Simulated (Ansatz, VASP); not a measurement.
# LaBi: VASP beside Ansatz, part 2 of 2

Wanted: the spread between two codes on one cell, functional and k mesh.  The cell comes out of the VASP series on this material, whose earlier steps may have relaxed, scaled or displaced it; both programs get it as it stands.

VASP 6.6.1 and Ansatz 0.2.0.

So far. Step 2 (VASP: band structure, r2SCAN with rVV10): The run ends at a pressure of -0.01 GPa.

## 3. Ansatz: band structure, r2SCAN with rVV10

Level of this step: Ansatz beside VASP: Kohn-Sham DFT, plane waves, r2SCAN with rVV10 (Ansatz).

Ansatz runs on its default PAW (the set named soft_2) files.

The same cell, functional, mesh and smearing now go to Ansatz, which takes its cutoff from its data sets.

Input file input.yaml:

```yaml
crystal:
  lattice:
    - [0.0, 3.3142793947, 3.3142793947]
    - [3.3142793947, 0.0, 3.3142793947]
    - [3.3142793947, 3.3142793947, 0.0]
  atoms:
    - { symbol: La, position: [0.5, 0.5, 0.5] }
    - { symbol: Bi, position: [0.0, 0.0, 0.0] }
hamiltonian:
  xc: r2scan
  pseudopotentials: { kind: paw }
  dispersion: rvv10
kpoints:
  mp_grid: { grid: [6, 6, 6] }
  band_path:
    path:
      - [0.0, 0.0, 0.0]
      - [0.16667, 0.0, 0.16667]
      - [0.33333, 0.0, 0.33333]
      - [0.5, 0.0, 0.5]
      - [0.5, 0.08333, 0.58333]
      - [0.5, 0.18333, 0.68333]
      - [0.5, 0.25, 0.75]
      - [0.45, 0.3, 0.75]
      - [0.40833, 0.34167, 0.75]
      - [0.35, 0.35, 0.7]
      - [0.225, 0.225, 0.45]
      - [0.075, 0.075, 0.15]
      - [0.03333, 0.03333, 0.03333]
      - [0.23333, 0.23333, 0.23333]
      - [0.4, 0.4, 0.4]
      - [0.51667, 0.46667, 0.51667]
      - [0.55833, 0.38333, 0.55833]
      - [0.60833, 0.28333, 0.60833]
      - [0.60833, 0.25, 0.64167]
      - [0.55833, 0.25, 0.69167]
      - [0.51667, 0.25, 0.73333]
      - [0.5, 0.3, 0.7]
      - [0.5, 0.38333, 0.61667]
      - [0.5, 0.48333, 0.51667]
      - [0.475, 0.475, 0.55]
      - [0.425, 0.425, 0.65]
      - [0.38333, 0.38333, 0.73333]
      - [0.59167, 0.18333, 0.59167]
      - [0.55, 0.1, 0.55]
      - [0.5, 0.0, 0.5]
    npoints: 1
scf:
  occupations: { method: methfessel_paxton, width: 0.2 }
  n_extra_bands: 7
output:
  forces: true
  stress: true
  eigenvalues: true
```

Launch:

```sh
> ansatz run input.yaml --threads 2 --pin off --max-ram 4608MiB --backend cpu --events-out ev --progress --plain --runs-dir out
```

Numbers of over 12 decimals in the logs are rounded to 6 here.

The log of the run:

```text
scf.n_extra_bands = 7 over 13 filled bands (N_el = 26.0): the run solves 20 bands
Engine: ansatz 0.2.0, aarch64-unknown-linux-gnu
Pseudopotentials: kind: paw
Pseudopotential: La, paw, valence charge 11, recommended cutoff 500 eV (meta_gga), La.paw.azcp
Pseudopotential: Bi, paw, valence charge 15, recommended cutoff 500 eV (meta_gga), Bi.paw.azcp
Functional definition: r2SCAN+rVV10
  parameter k0 = 0.174
  parameter k1 = 0.065
  parameter a1 = 4.9479
  exchange = r2scan_x(k0 = k0, k1 = k1, a1 = a1)
  correlation = r2scan_c + rvv10(11.95, 0.0093)
Crystal: 2 atoms, lattice volume = 72.811 Å³
Basis set: ecut = 500 eV, 1837 PW (Γ), exchange–correlation on 160×160×160 points (64 copies of the dense FFT grid, shifted against one another)
Bands: 20, of which v1, the nominal top of the filled ones, is band 13 counted from 1 (12 counted from 0)
Symmetry: 48 space group operations
Space group: Fm-3m (ITA 225), of the structure as read, at distance tolerance 4.2e-5 Å
k-points: 16 of 216
Non-local potential: La, projectors of the file, l = 0: 3, l = 1: 2, l = 2: 2, l = 3: 3
Non-local potential: Bi, projectors of the file, l = 0: 2, l = 1: 2, l = 2: 2, l = 3: 2
PAW form: soft (Blöchl's): semilocal exchange-correlation on the pseudo side does not see the compensation charge
rVV10 density: all electrons in the spheres
PAW frozen core: La, regenerated for the run's functional (the file was generated under x = pbe(κ = 0.804, μ = 0.219515), c = pbe(β = 0.066725))
PAW frozen core: Bi, regenerated for the run's functional (the file was generated under x = pbe(κ = 0.804, μ = 0.219515), c = pbe(β = 0.066725))
PAW one-centre angular grid: La, 974 points (default); XC on 160 Gauss nodes
PAW one-centre angular grid: Bi, 590 points (default); XC on 160 Gauss nodes
Initial density: superposition of atomic densities (neutral atoms: chi_scale 0, normalization atom), corrected by the library's trained network
Initial wavefunctions: pseudopotential atomic-orbital guess
Functional: x = r2scan, c = r2scan + rvv10(b = 11.95, C = 0.0093); τ floored in thin density (d = 2e-4 eV/Å³)
SCF iter   1: F=—  HF=-18672.855435 eV  |F-HF|=—  |Δ(HF+E_count)|=         —  Δρ=8.38e-3  dr2=1.10e-1  dr2_τ=5.36e-3  ethr=1.77e-3  ⟨swp⟩=4.9  Hψ=1306  notcnv=0
preconditioner: auto → none  [insulator: Δε(μ)=0.265 eV  Ē_g=6.421 eV  σ=0.200 eV  W_gap=0.87  n_scr=14 (ndim 8)  ℏωp=12.3 eV  f_vac=0.000  D(μ)=0.15/eV (n_scr^D=0)  ε∞_Penn≈4.7]
SCF iter   2: F=—  HF=-18672.870601 eV  |F-HF|=—  |Δ(HF+E_count)|=   1.52e-2  S|Δr|=    0.00e0  Δρ=2.52e-3  dr2=8.12e-3  dr2_τ=1.65e-3  ethr=4.23e-4  ⟨swp⟩=2.2  Hψ=681  notcnv=0  defer=27
SCF iter   3: F=—  HF=-18672.868906 eV  |F-HF|=—  |Δ(HF+E_count)|=   1.69e-3  S|Δr|=    0.00e0  Δρ=1.21e-3  dr2=5.96e-4  dr2_τ=4.64e-5  ethr=3.12e-5  ⟨swp⟩=2.0  Hψ=563  notcnv=0  defer=27
SCF iter   4: F=—  HF=-18672.869649 eV  |F-HF|=—  |Δ(HF+E_count)|=   7.42e-4  S|Δr|=    0.00e0  Δρ=2.63e-4  dr2=5.79e-5  dr2_τ=2.72e-6  ethr=2.29e-6  ⟨swp⟩=2.1  Hψ=463  notcnv=0  defer=27
SCF iter   5: F=—  HF=-18672.869670 eV  |F-HF|=—  |Δ(HF+E_count)|=   2.13e-5  S|Δr|=    0.00e0  Δρ=4.42e-5  dr2=2.50e-6  dr2_τ=3.18e-8  ethr=2.23e-7  ⟨swp⟩=2.0  Hψ=510  notcnv=0  defer=27
SCF iter   6: F=—  HF=-18672.869669 eV  |F-HF|=—  |Δ(HF+E_count)|=   6.34e-7  S|Δr|=    0.00e0  Δρ=1.54e-5  dr2=3.59e-7  dr2_τ=8.60e-9  ethr=9.60e-9  ⟨swp⟩=2.0  Hψ=502  notcnv=0  defer=27
SCF iter   7: F=-18672.869669 eV  HF=-18672.869669 eV  |F-HF|=2.44e-8  |Δ(HF+E_count)|=   4.71e-8  S|Δr|=    0.00e0  Δρ=4.91e-6  dr2=3.69e-8  dr2_τ=3.34e-10  ethr=3.85e-10  ⟨swp⟩=9.6  Hψ=1524  notcnv=0
SCF 1 converged in 7 iterations: F = -18672.869669 eV  dr2 = 3.69e-8
  greatest PAW one-centre occupation: 0.984 electrons in one spin orbital (limit 2), on the Bi atom at site 1 (counted from 0), in its partial waves of l = 2
NSCF: frozen V_eff on 30 k-points
SCF converged after 7 iterations
Stability not checked: this state was not tested for a lower state beside it, because cold or Methfessel-Paxton smearing, or corrected tetrahedra, fill the levels in a way that the test cannot read (fill_not_monotonic; see scf.lower_state_search)
Free energy (F): -18672.869669 eV
Harris-Foulkes:  -18672.869669 eV  (|F-HF|=2.44e-8)
Internal energy: -18672.871134 eV  (E = F + TS)
E sigma→0 (E₀):  -18672.870035 eV
Entropy (-TS):   0.001464 eV (0.732 meV/atom)
Fermi energy:    9.925822 eV
Step filling:    the computed levels leave a gap of 0.2384 eV = 1.2 smearing widths at the electron count; against every level under it full and every level over it empty, smearing changes F+E_penalty+E_count by +0.802 meV and its σ→0 estimate by +0.436 meV
--- Per-component energies (eV) ---
  E_band       = -166.830534
  E_kinetic    = 493.906965
  E_local      = -1967.840880  (includes V_loc(G=0)·N_el)
  E_nonlocal   = 652.458908
  E_hartree    = 655.447108
  E_xc         = -266.598624
  E_vxc        = -315.016676  (∫ρ·V_xc dr)
  E_paw        = -16127.506005  (= ΣΔE_a)
  E_vpaw       = -359.989242  (= ΣTr[D̂ρ^β])
  E_aug_tail   = -0.000155  (compensation charges beyond the density's cutoff)
  E_vtau       = 18.757885  (kinetic-family band-sum trace: ∫τ·v_τ [+ j·A + Jᵃ·Aᵃ] dr)
  E_ewald      = -2113.682511
  E_core_change = 0.944060  (= ΣΔE_core)
  E_smearing   = 0.001464  (= −TS)
  E_closure    = -0.000000  (closes the sum)
  Σ components = -18672.869669   (vs F -18672.869669, Δ=0.00e0)
--- Forces (eV/Å), atoms counted from 1 ---
  atom   1  La     0.00000000    -0.00000000     0.00000000
  atom   2  Bi    -0.00000000     0.00000000     0.00000000
  max |Σ_I F_I| component: 1.39e-29 eV/Å
--- Stress (GPa, compression-positive) ---
       -0.045809       0.000000       0.000000
        0.000000      -0.045809      -0.000000
       -0.000000      -0.000000      -0.045809
  P = ⅓ Tr σ = -0.0458 GPa (-0.458 kbar)
--- Band table (eV; the first three rows and the last of 16) ---
  k-point 0: bands = [... 9 lower, -0.9294, 10.0769, 10.0769, 10.0769, 11.3001, 11.3001, 11.3001, 11.9278, ... 3 higher]
  k-point 1: bands = [... 9 lower, -0.6889, 8.7402, 9.3138, 9.3138, 11.3542, 11.5658, 11.5658, 12.1122, ... 3 higher]
  k-point 2: bands = [... 9 lower, -0.1756, 7.1602, 8.4448, 8.4448, 11.5885, 11.9525, 11.9525, 12.2018, ... 3 higher]
  k-point 15: bands = [... 9 lower, -0.3236, 8.1883, 8.3044, 8.6039, 11.1547, 11.9804, 12.1148, 12.1432, ... 3 higher]
```

The job ended after 6.1 s (2 threads of Arm Neoverse V1, shared host; peak memory 0.64 GiB).

In the SCF lines HF is the Harris–Foulkes energy and dr2 the Hartree energy of the density residual, in eV; the loop may stop once dr2 is under the threshold and the program's other checks hold. Hψ counts applications of the Hamiltonian.

## 4. Differences

Known differences besides the PAW data sets themselves: VASP keeps PBE cores, Ansatz makes them for the functional; the cutoff is 500 eV in Ansatz and 400 eV in VASP. Total energies have different zeros and are not compared.

Both answers:

```csv
quantity,Ansatz,VASP,difference
pressure (GPa),-0.05,-0.01,-0.04
```

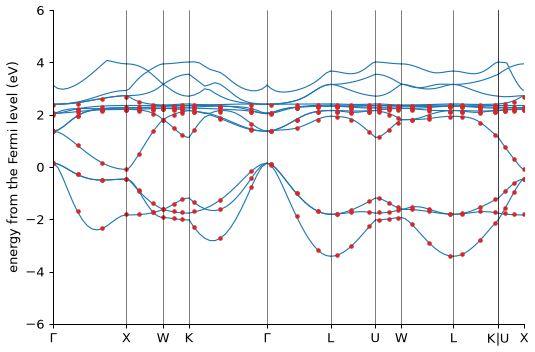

Bands from VASP (lines) and levels from Ansatz (dots). Dots without a line are higher empty bands that the VASP plot leaves out.

Levels from 3 eV below to 2 eV above the Fermi level differ by 14 meV r.m.s. and 29 meV at most; each VASP level is matched to the nearest of Ansatz, which flatters the figure a little. Ansatz's pressure holds a Pulay correction of 0.03 GPa; VASP's holds none.

## 5. VASP: band structure, r2SCAN with rVV10, spin-orbit coupling

The same path points are solved in both programs, so levels can be compared one by one.

Input file INCAR:

```
SYSTEM = LaBi
PREC = Accurate
ENCUT = 400
EDIFF = 1E-06
NELM = 100
ISMEAR = 1
SIGMA = 0.2
LREAL = .FALSE.
ALGO = Normal
METAGGA = R2SCAN
LUSE_VDW = .TRUE.
IVDW_NL = 2
BPARAM = 11.95
CPARAM = 0.0093
LASPH = .TRUE.
LNONCOLLINEAR = .TRUE.
MAGMOM = 0 0 0 0 0 0
NBANDS = 38
GGA_COMPAT = .FALSE.
LSORBIT = .TRUE.
LMAXMIX = 6
LORBIT = 11
LWAVE = .FALSE.
LCHARG = .FALSE.
KPAR = 2
```

Input file POSCAR:

```
LaBi
1.0
    0.0000000000      3.3142793947      3.3142793947
    3.3142793947      0.0000000000      3.3142793947
    3.3142793947      3.3142793947      0.0000000000
La Bi
1 1
Direct
    0.5000000000      0.5000000000      0.5000000000
    0.0000000000      0.0000000000      0.0000000000
```

Input file KPOINTS:

```
Automatic mesh
0
Gamma
5 5 5
0 0 0
```

Input file KPOINTS_OPT:

```
Line mode
16
Line-mode
Reciprocal
  0.00000000   0.00000000   0.00000000 GAMMA
  0.50000000   0.00000000   0.50000000 X

  0.50000000   0.00000000   0.50000000 X
  0.50000000   0.25000000   0.75000000 W

  0.50000000   0.25000000   0.75000000 W
  0.37500000   0.37500000   0.75000000 K

  0.37500000   0.37500000   0.75000000 K
  0.00000000   0.00000000   0.00000000 GAMMA

  0.00000000   0.00000000   0.00000000 GAMMA
  0.50000000   0.50000000   0.50000000 L

  0.50000000   0.50000000   0.50000000 L
  0.62500000   0.25000000   0.62500000 U

  0.62500000   0.25000000   0.62500000 U
  0.50000000   0.25000000   0.75000000 W

  0.50000000   0.25000000   0.75000000 W
  0.50000000   0.50000000   0.50000000 L

  0.50000000   0.50000000   0.50000000 L
  0.37500000   0.37500000   0.75000000 K

  0.62500000   0.25000000   0.62500000 U
  0.50000000   0.00000000   0.50000000 X
```

The projector-augmented-wave data sets are La and Bi_d (PBE family, release 64).

Launch:

```sh
> mpirun -np 2 vasp_ncl
```

The log of the run:

```text
[banner, memory and clock lines left out]
running    2 mpi-ranks, on    1 nodes
[...]
[... a notice as in an earlier step ...]

 [... a notice as in an earlier step ...]

 LDA part: xc-table for (None), standard interpolation
 POSCAR, INCAR and KPOINTS ok, starting setup
[...]
entering main loop
       N       E                     dE             d eps       ncg     rms          rms(c)
Total rVV10 correction in eV:      0.5909546    27.5306049
Total rVV10 correction in eV:      0.5909546    27.5306049
DAV:   1     0.237427437043E+03    0.23743E+03   -0.92282E+03   760   0.161E+03
DAV:   2    -0.425164779675E+02   -0.27994E+03   -0.26936E+03   888   0.415E+02
DAV:   3    -0.933776405356E+02   -0.50861E+02   -0.50052E+02  1062   0.218E+02
DAV:   4    -0.973355540944E+02   -0.39579E+01   -0.39427E+01  1308   0.608E+01
DAV:   5    -0.977670514222E+02   -0.43150E+00   -0.43088E+00  1440   0.164E+01    0.370E+00
Total rVV10 correction in eV:      0.5950492    27.5306052
Total rVV10 correction in eV:      0.5950492    27.5306052
[...]
DAV:   8    -0.250391071768E+04   -0.96635E-02     1384
DAV:   9    -0.250391159287E+04   -0.87519E-03     1400
DAV:  10    -0.250391171191E+04   -0.11904E-03     1400
DAV:  11    -0.250391172349E+04   -0.11580E-04     1096
DAV:  12    -0.250391172519E+04   -0.16971E-05     1032
DAV:  13    -0.250391172536E+04   -0.16909E-06      832
k-point batch [41-50\160]
       N       E                     dE             ncg
DAV:   1     0.784985768708E+03   -0.61445E+04      776
DAV:   2    -0.192357650697E+04   -0.27086E+04      840
DAV:   3    -0.245571903104E+04   -0.53214E+03     1048
DAV:   4    -0.249763227351E+04   -0.41913E+02     1286
[...]
DAV:  11    -0.250205326808E+04   -0.11417E-04     1120
DAV:  12    -0.250205326976E+04   -0.16796E-05     1024
DAV:  13    -0.250205326993E+04   -0.17509E-06      840
[...]
k-point batch [151-160\160]
       N       E                     dE             ncg
DAV:   1     0.778490859612E+03   -0.61149E+04      768
DAV:   2    -0.197102016852E+04   -0.27495E+04      904
DAV:   3    -0.243887019749E+04   -0.46785E+03     1104
DAV:   4    -0.246807527454E+04   -0.29205E+02     1180
[...]
DAV:  11    -0.247195687761E+04   -0.13350E-04     1040
DAV:  12    -0.247195687984E+04   -0.22288E-05     1000
DAV:  13    -0.247195688004E+04   -0.20070E-06      840
```

OUTCAR, selected parts (step 5):

```text
  Total       -0.1303161     -0.1303161     -0.1303161      0.0000000      0.0000000     -0.0000000
  in kB       -2.8675517     -2.8675517     -2.8675517      0.0000000      0.0000000     -0.0000000
  external PRESSURE =      -2.8675517 kB  Pullay stress =       0.0000000 kB

 POSITION                                       TOTAL-FORCE (eV/Angst)
 -----------------------------------------------------------------------------------
      3.31428      3.31428      3.31428        -0.000000     -0.000000      0.000000
      0.00000      0.00000      0.00000         0.000000      0.000000      0.000000
 -----------------------------------------------------------------------------------
    total drift:                               -0.000000      0.000000     -0.000000

  FREE ENERGIE OF THE ION-ELECTRON SYSTEM (eV)
  ---------------------------------------------------
  free  energy   TOTEN  =       -91.2773970577 eV

  energy  without entropy=      -91.2723053534  energy(sigma->0) =      -91.27569982

 magnetization (x)
# of ion       s       p       d       f       tot
--------------------------------------------------
    1       -0.000   0.000  -0.000  -0.000  -0.000
    2        0.000  -0.000   0.000   0.000   0.000
--------------------------------------------------
tot         -0.000  -0.000  -0.000  -0.000  -0.000

 magnetization (y)
# of ion       s       p       d       f       tot
--------------------------------------------------
    1        0.000  -0.000  -0.000   0.000  -0.000
    2        0.000   0.000   0.000   0.000   0.000
--------------------------------------------------
tot          0.000  -0.000  -0.000   0.000   0.000

 magnetization (z)
# of ion       s       p       d       f       tot
--------------------------------------------------
    1       -0.000  -0.000   0.000   0.000  -0.000
    2        0.000  -0.000  -0.000   0.000   0.000
--------------------------------------------------
tot          0.000  -0.000   0.000   0.000   0.000

[... 1 part as in an earlier step ...]

[... 2 further parts left out ...]
[key lines of the parts left out:]
E-fermi :   6.7876
```

The run ends at a pressure of -0.29 GPa.

## 6. Ansatz: band structure, r2SCAN with rVV10, spin-orbit coupling

The same cell, functional, mesh and smearing now go to Ansatz, which takes its cutoff from its data sets.

The cell comes out of the VASP series on this material, whose earlier steps may have relaxed, scaled or displaced it; both programs get it as it stands.

Changes to input.yaml since step 3:

```diff
@@ -10,6 +10,9 @@
   xc: r2scan
-  pseudopotentials: { kind: paw }
+  pseudopotentials: { kind: paw_fr }
   dispersion: rvv10
+magnetization:
+  noncollinear: true
+  spin_orbit: true
 kpoints:
-  mp_grid: { grid: [6, 6, 6] }
+  mp_grid: { grid: [5, 5, 5] }
   band_path:
@@ -49,3 +52,3 @@
   occupations: { method: methfessel_paxton, width: 0.2 }
-  n_extra_bands: 7
+  n_extra_bands: 14
 output:
@@ -54 +57,5 @@
   eigenvalues: true
+  write_density: true
+  write_potential: true
+  elf: true
+  volumetric_format: npy
```

Launch:

```sh
> ansatz run input.yaml --threads 2 --pin off --max-ram 4608MiB --backend cpu --events-out ev --progress --plain --runs-dir out
```

The log of the run:

```text
[...]
non-collinear run that drives no moment, with spin-orbit: no starting moment large enough to seed its density (crystal.atoms[].spin), no starting occupations that ask for one, no magnetisation constraint and no magnetic field, so the semilocal B_xc is pinned to zero
Crystal: 2 atoms, lattice volume = 72.811 Å³
[...]
k-point 1: bands = [... 22 lower, 9.0427, 9.0427, 9.4808, 9.4808, 11.3535, 11.3535, 11.6137, 11.6137, ... 10 higher]
  k-point 2: bands = [... 22 lower, 7.9343, 7.9343, 8.5864, 8.5864, 11.7064, 11.7064, 11.9420, 11.9420, ... 10 higher]
  k-point 9: bands = [... 22 lower, 8.3083, 8.3083, 8.7612, 8.7612, 11.4195, 11.4195, 11.8816, 11.8816, ... 10 higher]
[key lines of the parts left out:]
SCF converged after 7 iterations
Magnetization: |M| = 0.0000 μB,  M = (+0.0000, +0.0000, +0.0000) μB
Free energy (F): -18625.171258 eV
Fermi energy:    10.027393 eV
P = ⅓ Tr σ = -0.4701 GPa (-4.701 kbar)
```

Elapsed: 35 s, on 2 threads; peak memory 0.92 GiB.

## 7. Comparison

What differs besides the data sets and the points named for the pairs above, as far as they apply: spin-orbit coupling enters by fully relativistic files in Ansatz and inside the spheres in VASP. Total energies have different zeros and are not compared.

Compared:

| quantity | Ansatz | VASP | difference |
| --- | --- | --- | --- |
| pressure (GPa) | -0.47 | -0.29 | -0.18 |

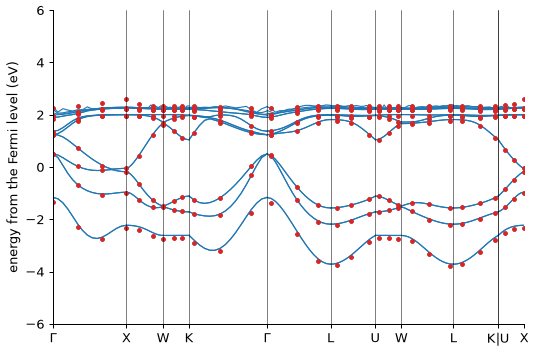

Bands from VASP (lines) and levels from Ansatz (dots). Dots without a line are higher empty bands that the VASP plot leaves out.

Levels from 3 eV below to 2 eV above the Fermi level differ by 51 meV r.m.s. and 176 meV at most; each VASP level is matched to the nearest of Ansatz, which flatters the figure a little.

## 8. Summary of results

- r.m.s. difference of levels near the Fermi level (band structure, r2SCAN with rVV10): 14 meV
- r.m.s. difference of levels near the Fermi level (band structure, r2SCAN with rVV10, spin-orbit coupling): 51 meV

In words: The r.m.s. difference of levels near the Fermi level is 51 meV (band structure, r2SCAN with rVV10, spin-orbit coupling), within the 80 meV picked in this series as the mark of a large difference. How closely two codes agree says nothing of how well the functional describes the real material.

[Lines on the potential files, build, host, timing and source positions are cut from VASP's logs without a mark.]

[Logs are printed without paths, hosts, clocks, repeated set-up lines and the standing remarks that a program may print on its own settings, such as how far it seeks lower states.]

[Hosts, paths, dates, database ids (printed as entryN), source tags and the programs' standing remarks are cut or masked in the printed files.]
